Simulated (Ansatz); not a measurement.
# GeNH₅ (singlet): correlated methods under varied settings at a displaced geometry (v2)

Aim: run GeNH₅ (singlet) at one geometry under a spread of methods and options, and see what each costs and gives.

The runs use Ansatz 0.2.0, Gaussian basis; the settings change from run to run.

9 further runs of the same task are left out: 3 that didn't finish, 6 set aside as unsound or not needed.

## 1. The geometry

The geometry is a PBE0/def2-TZVP stationary point (not a proven minimum) with its atoms shifted at random (size 0.100 Å). No spin-orbit coupling is included. The filled d shell of Ge may be among the frozen orbitals whatever the setting's name suggests; the logs give the count.

7 atoms, charge 0, spin multiplicity 1.

Atoms are counted from 1 here; the program's logs count them from 0.

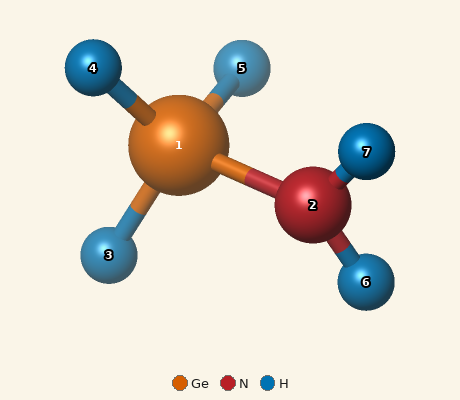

The structure; germanium orange, nitrogen red, hydrogen blue; atoms are numbered from 1 in the order of the file.

## 2. BCCD on RHF/6-31G

in.yaml

```yaml
crystal:
  periodic: [false, false, false]
  atoms:
    - {symbol: Ge, position_ang: [0.019402, 0.002985, 0.314070]}
    - {symbol: N, position_ang: [-0.042211, 0.011359, -1.514909]}
    - {symbol: H, position_ang: [0.651201, -1.287292, 0.804799]}
    - {symbol: H, position_ang: [0.734312, 1.189891, 0.823013]}
    - {symbol: H, position_ang: [-1.531212, -0.095467, 0.793915]}
    - {symbol: H, position_ang: [-0.263938, -0.893290, -2.017204]}
    - {symbol: H, position_ang: [-0.402013, 0.713190, -1.987144]}
basis:
  gaussian: {orbitals: 6-31G}
magnetization: {spin_polarized: false}
correlation: {method: bccd, electrons: outside_noble_gas}
scf: {omitted_lower_state_checks: [cluster_reference]}
```

Started as:

```
$ ansatz run in.yaml --threads 1 --pin off --events-out ev --progress --plain --max-ram 2393MiB
```

Output:

```text
Functional definition: HF
  name "HF"
  cite "Fock, Z. Phys. 61, 126 (1930) doi:10.1007/BF01340294"
  parent pbe
  exchange = exact_x
  correlation = 0
these checks for a lower state are left out or cut short: cluster_reference
543 factors; integrals over basis functions are off by at most 4.6e-4 eV
mean field evaluation 1: about -58021.7689 eV, gradient 3.0e1 eV
mean field evaluation 2: about -58021.7708 eV, gradient 3.0e1 eV
mean field evaluation 4: about -58023.6863 eV, gradient 1.7e0 eV
mean field evaluation 8: about -58023.6971 eV, gradient 3.7e-4 eV
mean field -58023.69710978 eV, -2132.3315389099 hartree, gradient 1.5e-6 eV, S^2 0.000000; 0 other end points of the search recorded, 0 dependent functions left out
15 core orbitals not correlated: weight in the atoms' cores, before any rotation towards them, 0.995 or more for the frozen orbitals, at most 0.003 for the correlated occupied ones
reference -58023.69710978 eV, -2132.3315389099 hartree; 7, 7 occupied and 26, 26 virtual orbitals, 543 factors
second order -4.57807856 eV of doubles, -0.00000000 eV of singles
cycle   1  -5.00938284 eV  change   -4.3e-1 eV  update   6.4e-2
cycle   2  -5.24873563 eV  change   -2.4e-1 eV  update   2.3e-2
cycle   3  -5.28585170 eV  change   -3.7e-2 eV  update   7.8e-3
cycle   4  -5.28415167 eV  change    1.7e-3 eV  update   1.9e-3
cycle   5  -5.28390237 eV  change    2.5e-4 eV  update   6.9e-4
cycle   6  -5.28384380 eV  change    5.9e-5 eV  update   2.3e-4
cycle   7  -5.28379289 eV  change    5.1e-5 eV  update   5.5e-5
cycle   8  -5.28378285 eV  change    1.0e-5 eV  update   1.9e-5
cycle   9  -5.28378262 eV  change    2.3e-7 eV  update   4.7e-6
Total energy: -58028.98089240 eV, -2132.5257143398 hartree
Checks for a lower state left out: cluster_reference
```

Run time: 0.78 s. Hardware: 1 thread of Arm Neoverse V1, shared host.

From the report: correlation -5.2838 eV; largest double amplitude 0.03.

## 3. CISD/cc-pVDZ

Edit in.yaml of step 2 so:

```diff
@@ -11,5 +11,4 @@
 basis:
-  gaussian: {orbitals: 6-31G}
-magnetization: {spin_polarized: false}
-correlation: {method: bccd, electrons: outside_noble_gas}
-scf: {omitted_lower_state_checks: [cluster_reference]}
+  gaussian: {orbitals: cc-pVDZ}
+correlation: {active_space: {ras: {orbitals: [7, 0, 44], electrons: 14, max_holes: 2, max_particles: 2}, fixed_orbitals: true}}
+scf: {lower_state_search: off}
```

The command is unchanged.

Output:

```text
Functional definition: HF
  name "HF"
  cite "Fock, Z. Phys. 61, 126 (1930) doi:10.1007/BF01340294"
  parent pbe
  exchange = exact_x
  correlation = 0
these checks for a lower state are left out or cut short: stability, starts, cluster_reference, orbital_swaps, neighbouring_geometries, increment
677 factors; integrals over basis functions are off by at most 1.0e-3 eV
mean field evaluation 1: about -58030.9884 eV, gradient 3.0e1 eV
mean field evaluation 2: about -58030.9910 eV, gradient 3.0e1 eV
mean field evaluation 4: about -58033.0271 eV, gradient 2.1e0 eV
mean field evaluation 8: about -58033.0446 eV, gradient 2.5e-4 eV
mean field -58033.04464790 eV, -2132.6750545998 hartree, gradient 2.0e-6 eV, S^2 0.000000; 0 other end points of the search recorded, 0 dependent functions left out
reference -58033.04464790 eV, -2132.6750545998 hartree; 22, 22 occupied and 44, 44 virtual orbitals, 677 factors
state -58040.80942517 eV, -2132.9604049012 hartree
Total energy: -58040.80942517 eV, -2132.9604049012 hartree
Checks for a lower state left out: stability, starts, cluster_reference, orbital_swaps, neighbouring_geometries, increment
```

It took 3.3 s on 1 thread of Arm Neoverse V1, shared host.

From the report: 135,213 determinants.

## 4. BCCD on UHF/STO-3G

Edit in.yaml of step 3 so:

```diff
@@ -11,4 +11,4 @@
 basis:
-  gaussian: {orbitals: cc-pVDZ}
-correlation: {active_space: {ras: {orbitals: [7, 0, 44], electrons: 14, max_holes: 2, max_particles: 2}, fixed_orbitals: true}}
-scf: {lower_state_search: off}
+  gaussian: {orbitals: STO-3G}
+magnetization: {spin_polarized: true, initial_magnetization: 0}
+correlation: {method: bccd, electrons: outside_noble_gas}
```

The command is unchanged.

Output, shortened:

```text
Functional definition: HF
  name "HF"
  cite "Fock, Z. Phys. 61, 126 (1930) doi:10.1007/BF01340294"
  parent pbe
[...]
314 factors; integrals over basis functions are off by at most 3.6e-5 eV
[...]
mean field -57372.06366645 eV, -2108.3844515606 hartree, gradient 1.1e-6 eV, S^2 0.000000; 0 other end points of the search recorded, 0 dependent functions left out
15 core orbitals not correlated, not the lowest: weight in the atoms' cores, before any rotation towards them, 0.872 or more for the frozen orbitals, at most 0.111 for the correlated occupied ones
reference -57372.06366645 eV, -2108.3844515606 hartree; 7, 7 occupied and 6, 6 virtual orbitals, 314 factors
second order -2.18873401 eV of doubles, -0.00000000 eV of singles
cycle   1  -2.73554376 eV  change   -5.5e-1 eV  update   6.0e-2
[...]
cycle   8  -3.01491412 eV  change   -1.6e-5 eV  update   9.9e-6
Total energy: -57375.07858057 eV, -2108.4952476107 hartree
```

It took 0.3 s on 1 thread of Arm Neoverse V1, shared host.

From the report: ⟨S²⟩ of the determinant 0.000 (pure singlet: 0.00); correlation -3.0149 eV; largest double amplitude 0.06.

## 5. CISD/def2-mTZVP

Edit in.yaml of step 4 so:

```diff
@@ -11,4 +11,4 @@
 basis:
-  gaussian: {orbitals: STO-3G}
-magnetization: {spin_polarized: true, initial_magnetization: 0}
-correlation: {method: bccd, electrons: outside_noble_gas}
+  gaussian: {orbitals: def2-mTZVP}
+correlation: {active_space: {ras: {orbitals: [7, 0, 48], electrons: 14, max_holes: 2, max_particles: 2}, fixed_orbitals: true}}
+output: {forces: true}
```

The command is unchanged.

Output, shortened:

```text
Functional definition: HF
  name "HF"
  cite "Fock, Z. Phys. 61, 126 (1930) doi:10.1007/BF01340294"
  parent pbe
[...]
676 factors; integrals over basis functions are off by at most 1.0e-3 eV
[...]
mean field -58034.19951871 eV, -2132.7174953193 hartree, gradient 1.0e-6 eV, S^2 0.000000; 0 other end points of the search recorded, 0 dependent functions left out
reference -58034.19951871 eV, -2132.7174953193 hartree; 22, 22 occupied and 48, 48 virtual orbitals, 676 factors
state -58041.43062104 eV, -2132.9832334284 hartree
[...]
Total energy: -58041.43062104 eV, -2132.9832334284 hartree
Atom 0 at     0.019402     0.002985     0.314070 Å, force    -2.381400    -1.074661    -0.318077 eV/Å
Atom 1 at    -0.042211     0.011359    -1.514909 Å, force     2.229893    -5.930533     1.319229 eV/Å
Atom 2 at     0.651201    -1.287292     0.804799 Å, force     0.361830    -0.350762     0.009983 eV/Å
Atom 3 at     0.734312     1.189891     0.823013 Å, force     0.518947     1.084120     0.410740 eV/Å
Atom 4 at    -1.531212    -0.095467     0.793915 Å, force     1.016682     0.310754     0.101870 eV/Å
Atom 5 at    -0.263938    -0.893290    -2.017204 Å, force     0.421350     1.636058     1.111012 eV/Å
Atom 6 at    -0.402013     0.713190    -1.987144 Å, force    -2.167302     4.325023    -2.634757 eV/Å
Dipole moment:    -0.086449     0.011129    -0.071583 e Å
```

It took 7.5 s on 1 thread of Arm Neoverse V1, shared host; peak memory 0.45 GiB.

From the report: 160,945 determinants.

## 6. CCSD on UHF/cc-pVDZ

Edit in.yaml of step 5 so:

```diff
@@ -11,4 +11,5 @@
 basis:
-  gaussian: {orbitals: def2-mTZVP}
-correlation: {active_space: {ras: {orbitals: [7, 0, 48], electrons: 14, max_holes: 2, max_particles: 2}, fixed_orbitals: true}}
-output: {forces: true}
+  gaussian: {orbitals: cc-pVDZ, point_charges: [{charge: -0.50, position_ang: [5.697, -0.053, -0.587]}]}
+magnetization: {spin_polarized: true, initial_magnetization: 0}
+correlation: {method: ccsd, electrons: outside_noble_gas}
+scf: {omitted_lower_state_checks: [cluster_reference]}
```

The command is unchanged.

Output, shortened:

```text
Functional definition: HF
  name "HF"
  cite "Fock, Z. Phys. 61, 126 (1930) doi:10.1007/BF01340294"
  parent pbe
[...]
677 factors; integrals over basis functions are off by at most 1.0e-3 eV
[...]
mean field -58033.02611410 eV, -2132.6743734953 hartree, gradient 2.9e-6 eV, S^2 0.000000; 0 other end points of the search recorded, 0 dependent functions left out
15 core orbitals not correlated: weight in the atoms' cores, before any rotation towards them, 0.998 or more for the frozen orbitals, at most 0.002 for the correlated occupied ones
reference -58033.02611410 eV, -2132.6743734953 hartree; 7, 7 occupied and 44, 44 virtual orbitals, 677 factors
second order -7.57472629 eV of doubles, -0.00000000 eV of singles
cycle   1  -8.19901011 eV  change   -6.2e-1 eV  update   6.4e-2
[...]
cycle   9  -8.50154111 eV  change    1.8e-7 eV  update   8.7e-6
Total energy: -58041.52765521 eV, -2132.9867993687 hartree
Checks for a lower state left out: cluster_reference
```

It took 2.2 s on 1 thread of Arm Neoverse V1, shared host.

From the report: ⟨S²⟩ of the determinant 0.000 (pure singlet: 0.00); correlation -8.5015 eV; T1 0.010; largest double amplitude 0.03.

## 7. BCCD(T)/cc-pVDZ

Edit in.yaml of step 6 so:

```diff
@@ -11,5 +11,6 @@
 basis:
-  gaussian: {orbitals: cc-pVDZ, point_charges: [{charge: -0.50, position_ang: [5.697, -0.053, -0.587]}]}
-magnetization: {spin_polarized: true, initial_magnetization: 0}
-correlation: {method: ccsd, electrons: outside_noble_gas}
-scf: {omitted_lower_state_checks: [cluster_reference]}
+  gaussian: {orbitals: cc-pVDZ}
+magnetization: {spin_polarized: false}
+hamiltonian: {xc: {name: B3LYP}}
+correlation: {method: bccd_t, electrons: outside_noble_gas}
+accuracy: high
```

The command is unchanged.

Output, shortened:

```text
Functional definition: B3LYP
  name "B3LYP"
  cite "Stephens, Devlin, Chabalowski & Frisch, J. Phys. Chem. 98, 11623 (1994) doi:10.1021/j100096a001"
  cite "Becke, Phys. Rev. A 38, 3098 (1988) doi:10.1103/PhysRevA.38.3098"
  cite "Lee, Yang & Parr, Phys. Rev. B 37, 785 (1988) doi:10.1103/PhysRevB.37.785"
  cite "Vosko, Wilk & Nusair, Can. J. Phys. 58, 1200 (1980) doi:10.1139/p80-159"
[...]
1518 factors; integrals over basis functions are off by at most 4.7e-9 eV
[...]
mean field -58089.59321833 eV, -2134.7531762332 hartree, gradient 5.1e-8 eV, S^2 0.000000; 0 other end points of the search recorded, 0 dependent functions left out
15 core orbitals not correlated: weight in the atoms' cores, before any rotation towards them, 0.997 or more for the frozen orbitals, at most 0.001 for the correlated occupied ones
reference -58032.52039386 eV, -2132.6557886191 hartree; 7, 7 occupied and 44, 44 virtual orbitals, 1518 factors
second order -7.84427096 eV of doubles, -0.27632080 eV of singles
cycle   1  -8.55331825 eV  change   -4.4e-1 eV  update   6.3e-2
[...]
cycle  21  -8.83362355 eV  change   2.8e-10 eV  update  6.8e-10
perturbative correction -0.19300258 eV, -0.0070927141 hartree
Total energy: -58041.54701999 eV, -2132.9875110110 hartree
```

Wall time 9.5 s (1 thread of Arm Neoverse V1, shared host).

From the report: correlation -9.0266 eV; largest double amplitude 0.03.

## 8. MP2 on RHF/def2-SVP

Edit in.yaml of step 7 so:

```diff
@@ -11,6 +11,6 @@
 basis:
-  gaussian: {orbitals: cc-pVDZ}
+  gaussian: {orbitals: def2-SVP}
 magnetization: {spin_polarized: false}
-hamiltonian: {xc: {name: B3LYP}}
-correlation: {method: bccd_t, electrons: outside_noble_gas}
+hamiltonian: {pseudopotentials: {relativity: none}}
+correlation: {method: mp2, electrons: valence}
 accuracy: high
```

The command is unchanged.

Output:

```text
Functional definition: HF
  name "HF"
  cite "Fock, Z. Phys. 61, 126 (1930) doi:10.1007/BF01340294"
  parent pbe
  exchange = exact_x
  correlation = 0
1558 factors; integrals over basis functions are off by at most 4.7e-9 eV
mean field evaluation 1: about -58023.4566 eV, gradient 3.0e1 eV
mean field evaluation 2: about -58023.4948 eV, gradient 3.0e1 eV
mean field evaluation 4: about -58025.5747 eV, gradient 2.1e0 eV
mean field evaluation 8: about -58025.5933 eV, gradient 1.2e-1 eV
mean field -58025.59337760 eV, -2132.4012254669 hartree, gradient 1.6e-8 eV, S^2 0.000000; 0 other end points of the search recorded, 0 dependent functions left out
10 core orbitals not correlated: weight in the atoms' cores, before any rotation towards them, 1.000 or more for the frozen orbitals, at most 0.000 for the correlated occupied ones
reference -58025.59337760 eV, -2132.4012254669 hartree; 12, 12 occupied and 49, 49 virtual orbitals, 1558 factors
second order -11.24863811 eV of doubles, -0.00000000 eV of singles
Total energy: -58036.84201571 eV, -2132.8146052929 hartree
```

It took 1.7 s on 1 thread of Arm Neoverse V1, shared host.

## 9. HF/cc-pVDZ

Edit in.yaml of step 8 so:

```diff
@@ -11,6 +11,5 @@
 basis:
-  gaussian: {orbitals: def2-SVP}
+  gaussian: {orbitals: cc-pVDZ}
 magnetization: {spin_polarized: false}
-hamiltonian: {pseudopotentials: {relativity: none}}
-correlation: {method: mp2, electrons: valence}
-accuracy: high
+hamiltonian: {xc: hf}
+output: {forces: true, orbitals: {seedname: orbitals}}
```

Same command.

Output, shortened:

```text
Functional definition: HF
  name "HF"
  cite "Fock, Z. Phys. 61, 126 (1930) doi:10.1007/BF01340294"
  parent pbe
[...]
677 factors; integrals over basis functions are off by at most 1.0e-3 eV
[...]
mean field -58033.04464790 eV, -2132.6750545998 hartree, gradient 1.1e-5 eV, S^2 0.000000; 0 other end points of the search recorded, 0 dependent functions left out
[...]
reference -58033.04464790 eV, -2132.6750545998 hartree; 22, 22 occupied and 44, 44 virtual orbitals, 677 factors
Total energy: -58033.04464790 eV, -2132.6750545998 hartree
Atom 0 at     0.019402     0.002985     0.314070 Å, force    -2.495056    -1.124707    -0.398829 eV/Å
Atom 1 at    -0.042211     0.011359    -1.514909 Å, force     2.281790    -6.205723     1.298613 eV/Å
Atom 2 at     0.651201    -1.287292     0.804799 Å, force     0.328720    -0.219260    -0.033962 eV/Å
Atom 3 at     0.734312     1.189891     0.823013 Å, force     0.443797     0.961151     0.376780 eV/Å
Atom 4 at    -1.531212    -0.095467     0.793915 Å, force     1.181735     0.348663     0.085003 eV/Å
Atom 5 at    -0.263938    -0.893290    -2.017204 Å, force     0.459950     1.950156     1.288252 eV/Å
Atom 6 at    -0.402013     0.713190    -1.987144 Å, force    -2.200936     4.289719    -2.615858 eV/Å
Dipole moment:    -0.051480     0.014859    -0.089513 e Å
```

It took 1.1 s on 1 thread of Arm Neoverse V1, shared host.

## 10. BCCD(T)/cc-pVDZ

Edit in.yaml of step 9 so:

```diff
@@ -11,5 +11,5 @@
 basis:
-  gaussian: {orbitals: cc-pVDZ}
+  gaussian: {orbitals: cc-pVDZ, fitting: {mean_field: def2-universal-jkfit}}
 magnetization: {spin_polarized: false}
-hamiltonian: {xc: hf}
-output: {forces: true, orbitals: {seedname: orbitals}}
+hamiltonian: {xc: {name: PBE0}}
+correlation: {method: bccd_t, electrons: outside_noble_gas}
```

Same command.

Output, shortened:

```text
Functional definition: PBE0
  name "PBE0"
  cite "Adamo & Barone, J. Chem. Phys. 110, 6158 (1999) doi:10.1063/1.478522"
  cite "Perdew, Burke & Ernzerhof, Phys. Rev. Lett. 77, 3865 (1996) doi:10.1103/PhysRevLett.77.3865"
  parent pbe
[...]
433 factors; integrals over basis functions are off by at most 4.2e-1 eV
[...]
mean field -58079.27485436 eV, -2134.3739833515 hartree, gradient 4.4e-6 eV, S^2 0.000000; 0 other end points of the search recorded, 0 dependent functions left out
15 core orbitals not correlated: weight in the atoms' cores, before any rotation towards them, 0.997 or more for the frozen orbitals, at most 0.001 for the correlated occupied ones
reference -58032.61694608 eV, -2132.6593368478 hartree; 7, 7 occupied and 44, 44 virtual orbitals, 433 factors
second order -7.79554303 eV of doubles, -0.21849469 eV of singles
cycle   1  -8.47879168 eV  change   -4.7e-1 eV  update   6.3e-2
[...]
cycle   8  -8.76044454 eV  change    6.1e-6 eV  update   1.5e-5
perturbative correction -0.19302941 eV, -0.0070937000 hartree
Total energy: -58041.57042003 eV, -2132.9883709465 hartree
```

Run time: 2.2 s. Hardware: 1 thread of Arm Neoverse V1, shared host.

From the report: correlation -8.9535 eV; largest double amplitude 0.03.

## 11. All runs side by side

Where basis and cores are those of an earlier RCCSDT(Q)/cc-pVDZ run (-58041.7640 eV), and the state is the same kind, the miss against it is given.

| level | correlated | functions | energy (eV) | from RCCSDT(Q) (meV) | time |
| --- | --- | --- | --- | --- | --- |
| BCCD on RHF/6-31G | outside noble gas | 48 | -58028.9809 |  | 0.78 s |
| CISD/cc-pVDZ | outside noble gas | 66 | -58040.8094 | 954.6 | 3.3 s |
| BCCD on UHF/STO-3G | outside noble gas | 28 | -57375.0786 |  | 0.3 s |
| CISD/def2-mTZVP | outside noble gas | 70 | -58041.4306 |  | 7.5 s |
| CCSD on UHF/cc-pVDZ (beside a point charge) | outside noble gas | 66 | -58041.5277 |  | 2.2 s |
| BCCD(T)/cc-pVDZ (on B3LYP orbitals) | outside noble gas | 66 | -58041.5470 | 217.0 | 9.5 s |
| MP2 on RHF/def2-SVP | valence | 71 | -58036.8420 |  | 1.7 s |
| HF/cc-pVDZ |  | 66 | -58033.0446 | 8719.4 | 1.1 s |
| BCCD(T)/cc-pVDZ (on PBE0 orbitals) | outside noble gas | 66 | -58041.5704 | 193.6 | 2.2 s |

## 12. Results

| quantity | value |
| --- | --- |
| runs | 9 |
| quickest | BCCD on UHF/STO-3G, 0.3 s |
| slowest | BCCD(T)/cc-pVDZ (on B3LYP orbitals), 9.5 s |

**Reading.** Total energies in different bases, with other cores or another treatment of relativity can't be set against each other. BCCD(T)/cc-pVDZ (on B3LYP orbitals) took 32 times as long as BCCD on UHF/STO-3G; the jobs differ in more than the method. Among the correlated runs with a miss given, it spans +194 to +955 meV. Hartree-Fock, CASSCF and CASCI lack dynamic correlation by design. Cores frozen from Kohn-Sham orbitals shift the total energy.
